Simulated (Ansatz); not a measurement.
One crystal and one scan (scan of one atom of the cell) at two levels, PBE (plane waves to 420 eV, PAW, scalar-relativistic; Ansatz, a program for electronic structure) and PBEsol (plane waves to 420 eV, PAW, scalar-relativistic; Ansatz), each from its own relaxed cell and on its own mesh. The cell shown is that of PBE.

Relaxed Pd (fcc, Cu type):

```yaml
crystal:
  lattice:
    - [3.94259, 0.00000, 0.00000]
    - [0.00000, 3.94259, 0.00000]
    - [0.00000, 0.00000, 3.94259]
  atoms:
    - { symbol: Pd, position: [0.00000, 0.00000, 0.00000] }
    - { symbol: Pd, position: [0.50000, 0.50000, 0.00000] }
    - { symbol: Pd, position: [0.50000, 0.00000, 0.50000] }
    - { symbol: Pd, position: [0.00000, 0.50000, 0.50000] }
```

In each cell atom 3 (Pd, nearest neighbour Pd at 2.788 Å; its periodic images, 3.9 Å or more away, move with it) moves by s·(0.577, 0.577, 0.577) (along Cartesian [111]), the rest being held.

Energies are smeared free energies. Pd is run without spin polarisation. Pd was relaxed with its symmetry unable to fall. The PAW data are Ansatz's earlier set. (PBEsol) On this mesh the relaxed cell isn't quite at rest: it carries a pressure of -0.1 GPa (compression positive) at the zero of the scan. With partly filled bands, energies and forces of such displacements shift with the k mesh and the smearing. Percentages come from the unrounded values.

```
quantity                                                            PBE  PBEsol     PBE − PBEsol
----------------------------------------------------------------  -----  ------  ---------------
Lattice constant a (Å)                                            3.943   3.876  +0.067 (+1.7 %)
Force constant k = d²E/ds² at s = 0 (finite differences) (eV/Å²)   8.50   10.17    -1.67 (-16 %)
```

PBE gives the higher value for: lattice constant a. PBE gives the lower value for: force constant k = d²E/ds² at s = 0. Both give the same shape of the curve: a single well with its minimum at or next to zero displacement.

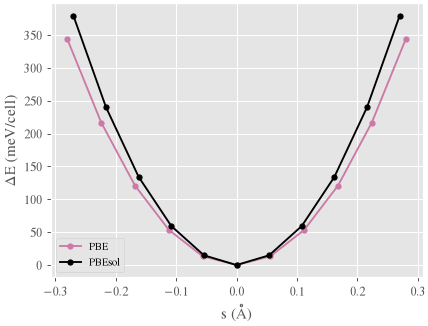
Fig. 1. ΔE, each from the undisplaced structure of its own level.

(For displaced atoms, the force is minus the slope of the energy, and its curvature is a force constant, which sets phonon frequencies.)
